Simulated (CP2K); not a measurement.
# C3H8OSi (SMILES C=C([SiH3])CO): GFN0-xTB

What is the energy change on altering one bond length of C3H8OSi at GFN0-xTB? 

The calculation is run with CP2K 2026.2.

4 further runs of the same task are left out: 1 that didn't finish, 3 set aside as unsound or not needed.

## (1) The molecule

C3H8OSi has 13 atoms, charge 0, and is taken as a singlet. As SMILES, `C=C([SiH3])CO`. Geometry: a rough force-field guess. This is one conformer, not always the lowest.

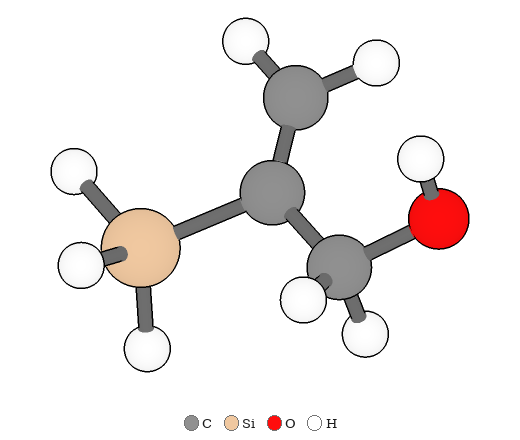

Viewed from a chosen angle; carbon grey, silicon light orange, oxygen red, hydrogen white.

## (2) A single-point energy at GFN0-xTB

gas.inp reads:

```
&GLOBAL
  PROJECT_NAME gas
  RUN_TYPE ENERGY
  PRINT_LEVEL MEDIUM
&END

&FORCE_EVAL
  METHOD Quickstep
  &DFT
    CHARGE 0
    MULTIPLICITY 1
    &QS
      METHOD XTB
      EPS_DEFAULT 1.0E-10
      &XTB
        GFN_TYPE 0
        CHECK_ATOMIC_CHARGES F
      &END
    &END
    ! isolated system
    &POISSON
      PERIODIC NONE
      POISSON_SOLVER ANALYTIC
    &END
    ! SCF settings
    &SCF
      SCF_GUESS ATOMIC
      EPS_SCF 1.0E-06
      MAX_SCF 150
      ADDED_MOS 8
      &DIAGONALIZATION
        ALGORITHM STANDARD
      &END
      &MIXING
        METHOD DIRECT_P_MIXING
        ALPHA 0.4
      &END
      &SMEAR ON
        METHOD FERMI_DIRAC
        ELECTRONIC_TEMPERATURE [K] 300
      &END
    &END
    ! extra output
    &PRINT
      &MOMENTS
        PERIODIC F
        REFERENCE COM
        MAX_MOMENT 1
      &END
      &MO ON
        ENERGIES T
        OCCUPATION_NUMBERS T
        NDIGITS 6
        &EACH
          QS_SCF 0
        &END
        ADD_LAST NUMERIC
      &END
      &HIRSHFELD OFF
      &END
    &END
  &END
  ! atoms, cell and kinds
  &SUBSYS
    ! box in angstrom
    &CELL
      ABC [angstrom] 15.5 16 17.1
      PERIODIC NONE
    &END
    &COORD
      C     -0.537400     1.410900     0.267500
      C     -0.128400     0.194800     0.114300
      Si     0.874800    -0.623700     1.430600
      C     -0.308600    -0.680600    -1.079500
      O     -0.987400     0.024500    -2.157100
      H     -0.382000     2.073800     1.136600
      H     -1.185200     1.922800    -0.497600
      H      0.321900    -1.899700     1.815900
      H      1.007900     0.273400     2.677900
      H      2.268900    -0.879800     0.930400
      H     -1.067300    -1.510900    -0.785800
      H      0.565400    -1.113200    -1.450300
      H     -0.422100     0.773000    -2.388100
    &END
    &TOPOLOGY
      &CENTER_COORDINATES
      &END
    &END
  &END
&END
```

The run is started by

```bash
$ OMP_NUM_THREADS=1 cp2k.psmp gas.inp > gas.out
```

Log:

```text
CP2K| version string:                                       CP2K version 2026.2
[...]
 GLOBAL| Method name                                                        CP2K
[...]
 GLOBAL| Run type                                                         ENERGY
[...]
                             - Atoms:                                         13
[...]
                             - Spherical basis functions:                     41
[...]
 Number of electrons:                                                         30
[...]
  Fermi energy:                                                -0.30229217673343
[...]
 TB_DIPOLE| Moment [Debye]          0.58386783      -0.44525516       0.01345186
 TB_DIPOLE| Derivative [a.u.]       0.00000000       0.00000000       0.00000000
[...]
 ENERGY| Total FORCE_EVAL ( QS ) energy [hartree]            -15.840681348445818
[...]
```

It took 0.42 s on 1 thread of Arm Neoverse N1, shared host; peak memory 0.14 GiB.

## (3) The distorted shape

qs.inp reads:

```
&GLOBAL
   PROJECT_NAME qs
   RUN_TYPE ENERGY
   PRINT_LEVEL MEDIUM
&END GLOBAL
&FORCE_EVAL
   METHOD QUICKSTEP
   &DFT
      # Quickstep
      &QS
         METHOD XTB
         EPS_DEFAULT 1.0E-10
         &XTB
            GFN_TYPE 0
            CHECK_ATOMIC_CHARGES F
         &END XTB
      &END QS
      &POISSON
         PERIODIC NONE
         POISSON_SOLVER ANALYTIC
      &END POISSON
      &SCF
         SCF_GUESS ATOMIC
         EPS_SCF 1.0E-06
         MAX_SCF 150
         ADDED_MOS 8
         &DIAGONALIZATION
            ALGORITHM STANDARD
         &END DIAGONALIZATION
         &MIXING
            METHOD DIRECT_P_MIXING
            ALPHA 0.4
         &END MIXING
         &SMEAR ON
            METHOD FERMI_DIRAC
            ELECTRONIC_TEMPERATURE [K] 300
         &END SMEAR
      &END SCF
      # extra output
      &PRINT
         &MOMENTS
            PERIODIC F
            REFERENCE COM
            MAX_MOMENT 1
         &END MOMENTS
         &MO ON
            ENERGIES T
            OCCUPATION_NUMBERS T
            NDIGITS 6
            &EACH
               QS_SCF 0
            &END EACH
            ADD_LAST NUMERIC
         &END MO
         &HIRSHFELD OFF
         &END HIRSHFELD
      &END PRINT
   &END DFT
   # structure
   &SUBSYS
      &CELL
         ABC 15.5 16 17.1
         PERIODIC NONE
      &END CELL
      &COORD
         C     -0.472622     1.359712     0.344008
         C     -0.063622     0.143612     0.190808
         Si     0.939578    -0.674888     1.507108
         C     -0.243822    -0.731788    -1.002992
         O     -0.922622    -0.026688    -2.080592
         H     -0.317222     2.022612     1.213108
         H     -1.185200     1.922800    -0.497600
         H      0.386678    -1.950888     1.892408
         H      1.072678     0.222212     2.754408
         H      2.333678    -0.930988     1.006908
         H     -1.002522    -1.562088    -0.709292
         H      0.630178    -1.164388    -1.373792
         H     -0.357322     0.721812    -2.311592
      &END COORD
      &TOPOLOGY
         &CENTER_COORDINATES
         &END CENTER_COORDINATES
      &END TOPOLOGY
   &END SUBSYS
&END FORCE_EVAL
```

The run is started by

```bash
$ OMP_NUM_THREADS=1 cp2k.psmp -i qs.inp -o qs.out
```

Log:

```text
CP2K| version string:                                       CP2K version 2026.2
[...]
 GLOBAL| Method name                                                        CP2K
[...]
 GLOBAL| Run type                                                         ENERGY
[...]
                             - Atoms:                                         13
[...]
                             - Spherical basis functions:                     41
[...]
 Number of electrons:                                                         30
[...]
  Fermi energy:                                                -0.30227305240935
[...]
 TB_DIPOLE| Moment [Debye]          0.78824159      -0.67938972       0.20953113
 TB_DIPOLE| Derivative [a.u.]       0.00000000       0.00000000       0.00000000
[...]
 ENERGY| Total FORCE_EVAL ( QS ) energy [hartree]            -15.832994732341799
[...]
```

Wall time 0.44 s (1 thread of Arm Neoverse N1, shared host); peak memory 0.14 GiB.

## (4) Summary of results

At GFN0-xTB:

| quantity | value |
| --- | --- |
| first shape: total energy | -15.84068 Eh |
| first shape: dipole moment (from atomic charges alone) | 0.73 D |
| first shape: HOMO energy | -11.29 eV |
| first shape: LUMO energy | -7.33 eV |
| first shape: HOMO–LUMO gap | 3.96 eV |
| first shape: dispersion energy | -10.46 kJ/mol |
| distorted shape: total energy | -15.83299 Eh |
| distorted shape: dipole moment (from atomic charges alone) | 1.06 D |
| distorted shape: HOMO energy | -11.30 eV |
| distorted shape: LUMO energy | -7.33 eV |
| distorted shape: HOMO–LUMO gap | 3.97 eV |
| distorted shape: dispersion energy | -10.46 kJ/mol |
| energy change with the C1–H7 bond stretched from 1.126 to 1.238 Å | 0.209 eV |

**Reading.** With the C1–H7 bond stretched from 1.126 to 1.238 Å the energy rises by 0.21 eV (20.2 kJ/mol). The first shape isn't relaxed at this level, so the change isn't measured from a minimum. The dipole (first shape) comes from point charges on the atoms alone, without atomic dipoles, so it is partial. The dipole (distorted shape) comes from point charges on the atoms alone, without atomic dipoles, so it is partial.
